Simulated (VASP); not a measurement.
# TiO2 (Anatase): time-dependent DFT spectra, part 2 of 3

Wanted: excitation energies of TiO2 (Anatase) from time-dependent DFT. No run with exact exchange ended well, so the account stays semilocal. The cell is of the anatase type, one of the forms listed for this formula. The start is a cell from a database of measured crystal structures.

VASP 6.6.1, plane waves and PAW; the level of theory is named at each step.

Still holding for the runs below: This run has no spin polarisation, although Ti can carry a moment.

So far. Step 3 (Empty bands): WAVECAR now holds 40 bands for 48 electrons. Its independent-particle dielectric tensor has xx, yy, zz = 6.8, 6.8, 6.5 on this mesh, which isn't tested for convergence in mesh or bands and lacks local fields.

### 4. Casida equation on LDA

This step: time-dependent LDA, Casida form, no spin polarisation; plane waves and PAW (Ti_sv, O) (VASP 6.6.1).

The Casida equation, in the Tamm-Dancoff approximation (ANTIRES = 0), couples the pairs by a local exchange-correlation kernel; a semilocal kernel is short-ranged. On this coarse mesh the spectra break into peaks of single stars of k points, and those at the smallest gap weigh too much.

File INCAR:

```
SYSTEM = TiO2
PREC = Accurate
ENCUT = 420
ISMEAR = 0
SIGMA = 0.01
LREAL = .FALSE.
GGA = CA
NBANDS = 40
LASPH = .TRUE.
ALGO = TDHF
NBANDSO = 5
NBANDSV = 4
OMEGAMAX = 25
NEDOS = 1000
CSHIFT = 0.1
PRECFOCK = Fast
LWAVE = .FALSE.
LCHARG = .FALSE.
ANTIRES = 0
LFXC = .TRUE.
LADDER = .FALSE.
```

File POSCAR:

```
TiO2
1.0
   -1.8921000000      1.8921000000      4.7573000000
    1.8921000000     -1.8921000000      4.7573000000
    1.8921000000      1.8921000000     -4.7573000000
Ti O
2 4
Direct
    0.7500000000      0.2500000000      0.5000000000
    0.0000000000      0.0000000000      0.0000000000
    0.7919000000      0.7919000000      0.0000000000
    0.5419000000      0.0419000000      0.5000000000
    0.9581000000      0.4581000000      0.5000000000
    0.2081000000      0.2081000000      0.0000000000
```

File KPOINTS:

```
Automatic mesh
0
Gamma
6 6 6
0 0 0
```

PAW data sets: Ti_sv and O (PBE family, release 64).

Launch:

```console
$ mpirun -np 8 vasp_std
```

What it wrote:

```text
[banner, memory and clock lines left out]
running    8 mpi-ranks, on    1 nodes
 distrk:  each k-point on    8 cores,    1 groups
 distr:  one band on    1 cores,    8 groups

 POSCAR found type information on POSCAR TiO
 POSCAR found :  2 types and       6 ions
|                                                                             |
|           W    W    AA    RRRRR   N    N  II  N    N   GGGG   !!!           |
|           W    W   A  A   R    R  NN   N  II  NN   N  G    G  !!!           |
|           W    W  A    A  R    R  N N  N  II  N N  N  G       !!!           |
|           W WW W  AAAAAA  RRRRR   N  N N  II  N  N N  G  GGG   !            |
|           WW  WW  A    A  R   R   N   NN  II  N   NN  G    G                |
|           W    W  A    A  R    R  N    N  II  N    N   GGGG   !!!           |
|                                                                             |
|     For optimal performance we recommend to set                             |
|       NCORE = 2 up to number-of-cores-per-socket                            |
|     NCORE specifies how many cores store one orbital (NPAR=cpu/NCORE).      |
|     This setting can greatly improve the performance of VASP for DFT.       |
|     The default, NCORE=1 might be grossly inefficient on modern             |
|     multi-core architectures or massively parallel machines. Do your        |
|     Unfortunately you need to use the default for GW and RPA                |
|     calculations (for HF NCORE is supported but not extensively tested      |
|     yet).                                                                   |
|                                                                             |

|                                                                             |
|               ----> ADVICE to this user running VASP <----                  |
|                                                                             |
|     You enforced a specific xc type in the INCAR file but a different       |
|     [... a line on the potential file left out ...]
|     I HOPE YOU KNOW WHAT YOU ARE DOING!                                     |
|                                                                             |

|                                                                             |
|           W    W    AA    RRRRR   N    N  II  N    N   GGGG   !!!           |
|           W    W   A  A   R    R  NN   N  II  NN   N  G    G  !!!           |
|           W    W  A    A  R    R  N N  N  II  N N  N  G       !!!           |
|           W WW W  AAAAAA  RRRRR   N  N N  II  N  N N  G  GGG   !            |
|           WW  WW  A    A  R   R   N   NN  II  N   NN  G    G                |
|           W    W  A    A  R    R  N    N  II  N    N   GGGG   !!!           |
|                                                                             |
|     The default for ENCUTGWSOFT is different in this version of VASP.       |
|     please manually set ENCUTGWSOFT =280 in the INCAR file.                 |
|                                                                             |

 LDA part: xc-table for (Slater(with rela. corr.)+CA(PZ))
 , standard interpolation
 found WAVECAR, reading the header
 POSCAR, INCAR and KPOINTS ok, starting setup
 FFT: planning ... GRIDC
 FFT: planning ... GRID_SOFT
 FFT: planning ... GRID
 reading WAVECAR
 the WAVECAR file was read successfully
 initial charge from wavefunction
 available memory per node:    151.79 GB, setting MAXMEM to    155436

 The Fermi energy was updated, please check that it is located mid-gap
 values below the HOMO (VB) or above the LUMO (CB) will cause erroneous energies
 E-fermi :   4.0003

 the WAVEDER file was read successfully
 responsefunction array rank=     768
 LDA part: xc-table for (Slater(with rela. corr.)+CA(PZ))
 , standard interpolation

 min. memory requirement per mpi rank    145.5 MB, per node   1164.0 MB

 Doing            0  frequencies on each core in blocks of            0
 parallelization over k-points
 Using distributed matrix
 Using distributed eigensolver
 allocating two-electron 4 orbital integral table    5    4    5    4
 BSE setting up matrix
 available memory per node:    151.67 GB, setting MAXMEM to    155312
 Calculate matrix elements of the BSE Hamiltonian:
 Workload is divided into blocks of two-electron 4 orbital integrals computed in
  parallel.
 Each block/integral has dimensions  of (   5,   4,   5,   4) orbitals
 Total number of blocks/integrals:                23436
 Number of spins:                                     1
 Number of kpoints:                                 216
 Spin channel:                                        1
  Number of blocks of unoccupied bands:               1
  Number of blocks of occupied bands:                 1
 Number of rows/columns of blocks:                  216

                                                        Time (sec)
               Integrals                 Ranks       Real         CPU
  [         1 -       1728/     23436]     8         1.40        0.00
  [      1729 -       3456/     23436]     8         2.86        0.00
  [      3457 -       5184/     23436]     8         4.31        0.00
  [      5185 -       6912/     23436]     8         5.76        0.00
  [      6913 -       8640/     23436]     8         7.19        0.00
  [      8641 -      10368/     23436]     8         8.64        0.00
  [     10369 -      12096/     23436]     8        10.08        0.00
  [     12097 -      13824/     23436]     8        11.51        0.00
  [     13825 -      15552/     23436]     8        12.97        0.00
  [     15553 -      17280/     23436]     8        14.40        0.00
  [     17281 -      19008/     23436]     8        15.85        0.00
  [     19009 -      20736/     23436]     8        17.28        0.00
  [     20737 -      22464/     23436]     8        18.72        0.00
  [     22465 -      23328/     23436]     8        19.45        0.00
  [     23329 -      23436/     23436]     8        19.62        0.00

 BSE redistributing all elements
 BSE diagonalizing matrix PDSYEVX_ZHEEVX_DESC
 BSE calculating oscillator strength
```

Run time: 28 s. Hardware: 8 MPI ranks of Intel Xeon 6975P-C (Granite Rapids), shared host; peak memory 2.9 GiB; 3.2 min of CPU time.

OUTCAR, selected parts (step 4):

```text
 Found     30 irreducible k-points:

   k-points           NKPTS =     30   k-points in BZ     NKDIM =    216   number of bands    NBANDS=     40

   NELECT =      48.0000    total number of electrons

 E-fermi :   4.0003

[... 8 parts as in an earlier step ...]
```

Numbers from this step:

- lowest excitation: 2.352 eV

The imaginary dielectric function has structure finer than the step of the table below, so its rows give means over 1 eV, whole bins alone (the curve runs from 0 to 25 eV). Peaks (eV: height): xx 2.4: 2.96, 3.6: 9.37; zz 3.3: 8.85, 3.6: 9.19, 4.1: 8.85.

From 5 filled and 4 empty bands alone, without any pair above OMEGAMAX = 25 eV, so strength is missing wherever others contribute; lines are broadened by CSHIFT, which also makes the tail under the first line. Table of imaginary dielectric function by photon energy; means over each step:

| photon energy (eV) | xx | zz |
| --- | --- | --- |
| 1 | 0.0599 | 0.0416 |
| 2 | 0.888 | 0.160 |
| 3 | 3.58 | 3.58 |
| 4 | 7.61 | 7.39 |
| 5 | 3.92 | 3.34 |
| 6 | 0.539 | 0.572 |
| 7 | 0.0909 | 0.0933 |
| 8 | 0.0354 | 0.0332 |
| 9 | 0.0204 | 0.0190 |
| 10 | 0.0131 | 0.0123 |
| 11 | 0.00908 | 0.00845 |
| 12 | 0.00658 | 0.00613 |
| 13 | 0.00497 | 0.00461 |
| 14 | 0.00383 | 0.00357 |
| 15 | 0.00304 | 0.00283 |
| 16 | 0.00245 | 0.00227 |
| 17 | 0.00200 | 0.00186 |
| 18 | 0.00166 | 0.00155 |
| 19 | 0.00140 | 0.00130 |
| 20 | 0.00118 | 0.00111 |
| 21 | 0.00102 | 9.4e-4 |
| 22 | 8.7e-4 | 8.2e-4 |

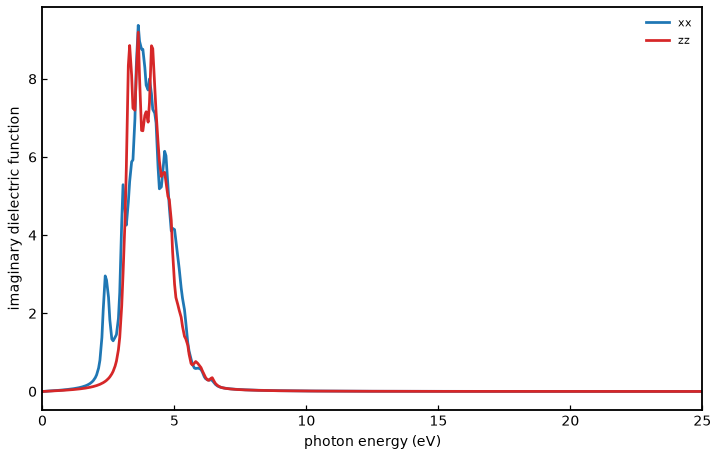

Imaginary dielectric function, plotted against photon energy.

The lowest excitation lies at 2.352 eV, +0 meV against the direct gap of these orbitals. Peak heights aren't converged with the mesh, least of all at the onset.

### 5. Random-phase approximation on LDA

This step: RPA spectrum on LDA, no spin polarisation; plane waves and PAW (Ti_sv, O) (VASP 6.6.1).

With the exchange-correlation kernel off, only the local fields remain: the random-phase approximation.

INCAR, as its differences from that of step 4:

```diff
@@ -19,3 +19,3 @@
 ANTIRES = 0
-LFXC = .TRUE.
+LFXC = .FALSE.
 LADDER = .FALSE.
```

POSCAR is that of step 4.

KPOINTS is that of step 4.

Launch:

```console
$ mpirun -np 8 vasp_std
```

What it wrote:

```text
[banner, memory and clock lines left out]
 LDA part: xc-table for (Slater(with rela. corr.)+CA(PZ))
 , standard interpolation
 found WAVECAR, reading the header
 POSCAR, INCAR and KPOINTS ok, starting setup
 FFT: planning ... GRIDC
 FFT: planning ... GRID_SOFT
 FFT: planning ... GRID
 reading WAVECAR
 the WAVECAR file was read successfully
 initial charge from wavefunction
 available memory per node:    151.70 GB, setting MAXMEM to    155340

 Doing            0  frequencies on each core in blocks of            0
 parallelization over k-points
 Using distributed matrix
 Using distributed eigensolver
 allocating two-electron 4 orbital integral table    5    4    5    4
 BSE setting up matrix
 available memory per node:    151.59 GB, setting MAXMEM to    155224
 Calculate matrix elements of the BSE Hamiltonian:
 Workload is divided into blocks of two-electron 4 orbital integrals computed in
  parallel.
 Each block/integral has dimensions  of (   5,   4,   5,   4) orbitals
 Total number of blocks/integrals:                23436
 Number of spins:                                     1
 Number of kpoints:                                 216
 Spin channel:                                        1
  Number of blocks of unoccupied bands:               1
  Number of blocks of occupied bands:                 1
 Number of rows/columns of blocks:                  216

                                                        Time (sec)
               Integrals                 Ranks       Real         CPU
  [         1 -       1728/     23436]     8         1.35        0.00
  [      1729 -       3456/     23436]     8         2.68        0.00
  [      3457 -       5184/     23436]     8         4.03        0.00
  [      5185 -       6912/     23436]     8         5.37        0.00
  [      6913 -       8640/     23436]     8         6.69        0.00
  [      8641 -      10368/     23436]     8         8.02        0.00
  [     10369 -      12096/     23436]     8         9.36        0.00
  [     12097 -      13824/     23436]     8        10.68        0.00
  [     13825 -      15552/     23436]     8        12.02        0.00
  [     15553 -      17280/     23436]     8        13.35        0.00
  [     17281 -      19008/     23436]     8        14.67        0.00
  [     19009 -      20736/     23436]     8        16.00        0.00
  [     20737 -      22464/     23436]     8        17.34        0.00
  [     22465 -      23328/     23436]     8        18.00        0.00
  [     23329 -      23436/     23436]     8        18.16        0.00

[... 8 parts as in an earlier step ...]
```

It took 26 s on 8 MPI ranks; peak memory 2.9 GiB; 3 min of CPU time.

From OUTCAR (step 5):

```text
   NELECT =      48.0000    total number of electrons

 E-fermi :   4.0003

[... 9 parts as in an earlier step ...]

[... 1 further part left out ...]
```

The imaginary dielectric function has structure finer than the step of the table below, so its rows give means over 1 eV, whole bins alone (the curve runs from 0 to 25 eV). Peaks (eV: height): xx 2.4: 2.91, 3.6: 9.15; zz 3.3: 8.41, 3.6: 9.00, 4.2: 8.87.

From 5 filled and 4 empty bands alone, without any pair above OMEGAMAX = 25 eV, so strength is missing wherever others contribute; lines are broadened by CSHIFT, which also makes the tail under the first line. Table of imaginary dielectric function by photon energy; means over each step:

| photon energy (eV) | xx | zz |
| --- | --- | --- |
| 1 | 0.0590 | 0.0407 |
| 2 | 0.872 | 0.155 |
| 3 | 3.47 | 3.40 |
| 4 | 7.59 | 7.36 |
| 5 | 4.04 | 3.53 |
| 6 | 0.572 | 0.598 |
| 7 | 0.0938 | 0.0966 |
| 8 | 0.0360 | 0.0339 |
| 9 | 0.0206 | 0.0193 |
| 10 | 0.0133 | 0.0124 |
| 11 | 0.00916 | 0.00856 |
| 12 | 0.00664 | 0.00619 |
| 13 | 0.00500 | 0.00466 |
| 14 | 0.00387 | 0.00361 |
| 15 | 0.00306 | 0.00285 |
| 16 | 0.00247 | 0.00229 |
| 17 | 0.00202 | 0.00188 |
| 18 | 0.00168 | 0.00156 |
| 19 | 0.00141 | 0.00131 |
| 20 | 0.00120 | 0.00111 |
| 21 | 0.00103 | 9.5e-4 |
| 22 | 8.8e-4 | 8.3e-4 |

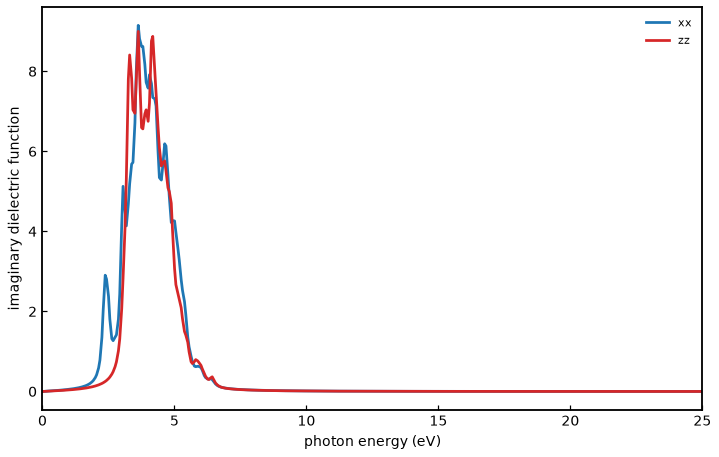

Imaginary dielectric function, plotted against photon energy.

The lowest excitation lies at 2.352 eV, +0 meV against the direct gap of these orbitals. Peak heights aren't converged with the mesh, least of all at the onset.

### 6. Orbitals for ground state at HSE06

This step: LDA, no spin polarisation; plane waves and PAW (Ti_sv, O) (VASP 6.6.1).

A hybrid converges faster from good orbitals, so a cheap LDA run writes WAVECAR first.

File INCAR:

```
SYSTEM = TiO2
PREC = Accurate
ENCUT = 420
EDIFF = 1E-05
NELM = 100
ISMEAR = 0
SIGMA = 0.01
LREAL = .FALSE.
ALGO = Normal
GGA = CA
NBANDS = 30
LASPH = .TRUE.
LORBIT = 11
LWAVE = .TRUE.
LCHARG = .FALSE.
KPAR = 8
```

POSCAR is that of step 5.

KPOINTS is that of step 5.

Launch:

```console
$ mpirun -np 8 vasp_std
```

What it wrote:

```text
[banner, memory and clock lines left out]
running    8 mpi-ranks, on    1 nodes
 distrk:  each k-point on    1 cores,    8 groups
 distr:  one band on    1 cores,    1 groups

 POSCAR found type information on POSCAR TiO
 POSCAR found :  2 types and       6 ions
 [... a notice as in an earlier step ...]

 [... a notice as in an earlier step ...]

 LDA part: xc-table for (Slater(with rela. corr.)+CA(PZ))
 , standard interpolation
 POSCAR, INCAR and KPOINTS ok, starting setup
 FFT: planning ... GRIDC
 FFT: planning ... GRID_SOFT
 FFT: planning ... GRID
 WAVECAR not read
 entering main loop
       N       E                     dE             d eps       ncg     rms          rms(c)
[... 13 cycles as in an earlier step ...]
DAV:  14    -0.589699033046E+02    0.31660E-05   -0.72472E-05  2480   0.765E-02
   1 F= -.58969903E+02 E0= -.58969903E+02  d E =-.335170E-13
 writing wavefunctions
```

It took 5.2 s on 8 MPI ranks; peak memory 1.6 GiB.

(Part 2 of 3 ends here.)

[Lines on the potential files, build, host, timing and source positions are cut from VASP's logs without a mark.]

[Logs are printed without paths, hosts, clocks, repeated set-up lines and the standing remarks that a program may print on its own settings, such as how far it seeks lower states.]

[Hosts, paths, dates, database ids (printed as entryN), source tags and the programs' standing remarks are cut or masked in the printed files.]

[Pressures printed for these runs are not shown converged in the cutoff: they can be off by several GPa and have the wrong sign.]
